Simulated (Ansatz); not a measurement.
# Stretching the linear W chain, part 3 of 3

Does stretching change the magnetism or the channel count of the linear W chain?

Ansatz 0.2.0; DFT RPBE, plane waves, PAW; relaxation of a chain's period (the session's first sound run).

So far, conductance of the lead as this run defines it (G₀): step 3 (the chain at a fixed length, period over the relaxed period …) 6.00; step 7 (period over the relaxed period 1.04, k-mesh 1×1×34) 6.00; step 8 (period over the relaxed period 1.08, k-mesh 1×1×33) 5.00; step 9 (period over the relaxed period 1.13, k-mesh 1×1×31) 5.00; step 10 (period over the relaxed period 1.2, k-mesh 1×1×29) 3.41. Also absolute moment (μB): step 2 (relaxing the period) 0.0474; step 8 2.03; step 9 2.45; step 10 3.42.

### 11. At a set period, period over the relaxed period 1.3, k-mesh 1×1×27

Level of this step: DFT RPBE, plane waves, PAW; channels and complex bands of a perfect chain (Ansatz).

The period is set to 1.3 times the relaxed one: longer bonds narrow the bands.

The cell differs from the one that the last finished run ended in (c 2.768 → 2.999 Å).

The input, input.yaml:

```yaml
crystal:
  lattice:
    - [7.5, 0.0, 0.0]
    - [0.0, 7.5, 0.0]
    - [0.0, 0.0, 2.9990363143]
  atoms:
    - { symbol: W, position: [0.5, 0.5, 0.0], spin: 2.0 }
magnetization:
  spin_polarized: true
kpoints:
  mp_grid: { grid: [1, 1, 27] }
scf:
  occupations: { method: fermi_dirac, width: 0.05 }
hamiltonian:
  xc: rpbe
output:
  transmission:
    e_range: [-2, 2]
    de: 0.035
    kmesh: [1, 1]
    reduced_basis: true
    leads: [[0, 0]]
  stress: true
```

On the command line:

```console
ansatz run input.yaml --threads 4 --pin off --max-ram 8192MiB --backend cpu --events-out ev --progress --plain --runs-dir out
```

Numbers of over 12 decimals in the logs are rounded to 6 here.

The log of the run:

```text
[...]
Crystal: 1 atoms, lattice volume = 168.696 Å³
Basis set: ecut = 420 eV, 3291 PW (Γ)
Bands: 12, of which v1, the nominal top of the filled ones, is band 7 counted from 1 (6 counted from 0)
Symmetry: 16 space group operations
[...]
k-points: 14 of 27
[...]
Starting moments: Σ|m| = 2 μB on 1 of 1 site
[...]
--- Transmission ---
  basis      : 497 plane waves across, 4 finite elements along
  points     : 1, standing for a mesh of 1 x 1
[...]
crystal 0  : W1, at the sites [0, 0], period 2.9990 Å: whole cells are its period
[...]
filled         : 24.3 meV under the level at which it is neutral
    channels       : 3.000000e0 up, 1.000000e0 down
[...]
[key lines of the parts left out:]
SCF converged after 12 iterations
Magnetization: 4.7105 μB (9.3553 up, 4.6447 down)
Free energy (F): -10391.261906 eV
Fermi energy:    -1.190846 eV
P = ⅓ Tr σ = -0.7024 GPa (-7.024 kbar)
```

The job ended after 18 s (4 threads of Intel Xeon Platinum 8488C (Sapphire Rapids), shared host; peak memory 0.52 GiB).

At the computed energy nearest the Fermi level there are 3 spin-up and 1 spin-down channels, and the thermal average gives 2.01 G₀. The change of length costs 0.858 eV a cell and leaves an absolute moment of 4.71 μB a cell.

For the conductance of the lead as this run defines it, step 3 gave 6.00 G₀; this run, with period over the relaxed period 1.3 and k-mesh 1×1×27, gives 2.01 G₀ (-67 %).

### 12. Comparing the runs

Times are for 4 threads of Intel Xeon Platinum 8488C (Sapphire Rapids), shared host. The runs compared:

```csv
no.,period over the relaxed period,conductance of the lead as this run defines it (G₀),absolute moment (μB),energy at zero smearing less the lowest (eV),time,memory (GiB)
1,0.88,6.000,0,1.106,22 s,0.54
2,0.92,6.000,0,0.4217,20 s,0.54
3,0.96,6.000,0,0.09892,19 s,0.53
4,1,6.000,0,0,18 s,0.52
5,1.04,6.000,0,0.08181,18 s,0.53
6,1.08,5.000,2.033,0.1846,25 s,0.65
7,1.13,4.999,2.447,0.3709,23 s,0.61
8,1.2,3.411,3.421,0.6088,26 s,0.76
9,1.3,2.008,4.711,0.8578,18 s,0.52
```

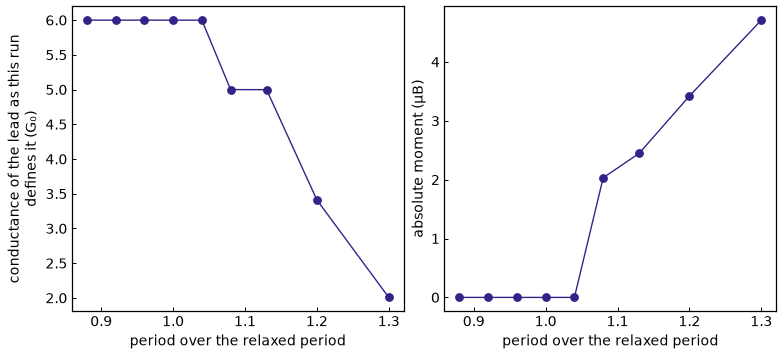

The series as plots.

### 13. A repeat with changed settings

This step: DFT RPBE, plane waves, PAW; channels and complex bands of a perfect chain; changed: hamiltonian.pseudopotentials = {"kind": "paw_fr"}, magnetization = {"noncollinear": true, "spin_orbit": true}, scf.n_extra_bands = 8, scf.convergence.dr2_threshold = 1e-08 (Ansatz 0.2.0).

The atoms of the run at the relaxed period are kept and the input is varied, to see whether the result depends on it.

The input, input.yaml:

```yaml
crystal:
  lattice:
    - [7.5, 0.0, 0.0]
    - [0.0, 7.5, 0.0]
    - [0.0, 0.0, 2.306951011]
  atoms:
    - { symbol: W, position: [0.5, 0.5, 0.0], spin: 2.0, spin_axis: [0, 0, 1] }
magnetization:
  noncollinear: true
  spin_orbit: true
kpoints:
  mp_grid: { grid: [1, 1, 35] }
scf:
  occupations: { method: fermi_dirac, width: 0.05 }
  n_extra_bands: 8
  convergence: { dr2_threshold: 1.0e-08 }
hamiltonian:
  xc: rpbe
  pseudopotentials: { kind: paw_fr }
output:
  transmission:
    e_range: [-2, 2]
    de: 0.035
    kmesh: [1, 1]
    reduced_basis: true
    leads: [[0, 0]]
  stress: true
```

The log of the run:

```text
Error: inconsistent input (output.transmission.reduced_basis, magnetization.noncollinear): a run with two-component spinors is solved on all plane waves alone: leave reduced_basis out
```

Wall time 0.36 s (4 threads); peak memory 0.11 GiB.

The program refused the input before any cycle.

The program's message: “Error: inconsistent input (output.transmission.reduced_basis, magnetization.noncollinear): a run with two-component spinors is solved on all plane waves alone: leave reduced_basis out”

### 14. Outcome

| Property | Result |
| --- | --- |
| relaxed cell length | 2.307 Å |
| conductance at period × 0.88 | 6.00 G₀ |
| conductance at period × 1.0 | 6.00 G₀ |
| conductance at period × 1.13 | 5.00 G₀ |
| conductance at period × 1.3 | 2.01 G₀ |
| absolute moment at period × 0.88 | 0 μB |
| absolute moment at period × 1.0 | 0 μB |
| absolute moment at period × 1.3 | 4.71 μB |

In words: In these runs no moment survives at the shortest period, and one is present from a factor of 1.08 on: longer bonds narrow the bands, which favours exchange splitting. The conductance goes from 6.00 G₀ at the shortest period to 2.01 G₀ at the longest, while the magnetic state changes too. Transport is coherent and elastic here: the atoms are frozen, so scattering by vibrations plays no part. Spin-orbit coupling is left out, which matters for the bands of heavy atoms. No search over magnetic orders was made; another may lie lower. For the perfect chain only parallel moments were started; its antiparallel and spiral orders were not tested. Conductances of a perfect chain off the multiples of half a G0 come from band edges within the thermal window; the square box also splits pairs of bands that an isolated chain keeps degenerate, which moves such edges. The lead's cell of one atom keeps the chain straight and evenly spaced; a zigzag or dimerised form may lie lower.

[Logs are printed without paths, hosts, clocks, repeated set-up lines and the standing remarks that a program may print on its own settings, such as how far it seeks lower states.]

[Hosts, paths, dates, database ids (printed as entryN), source tags and the programs' standing remarks are cut or masked in the printed files.]
